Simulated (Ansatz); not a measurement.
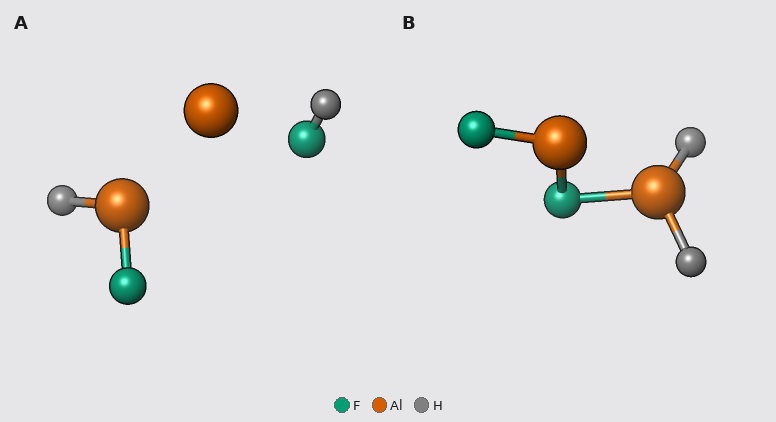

2 stationary structures of one formula. Geometries: PBE-D4/def2-SVP. Electronic energies: PBE-D4/def2-SVP (Ansatz 0.2.0), without zero-point energy. No frequency run is at hand to confirm each as a minimum.

Which structure is the most stable?

B is lowest (Cs); A lies 283.9 kJ/mol above it (C1).
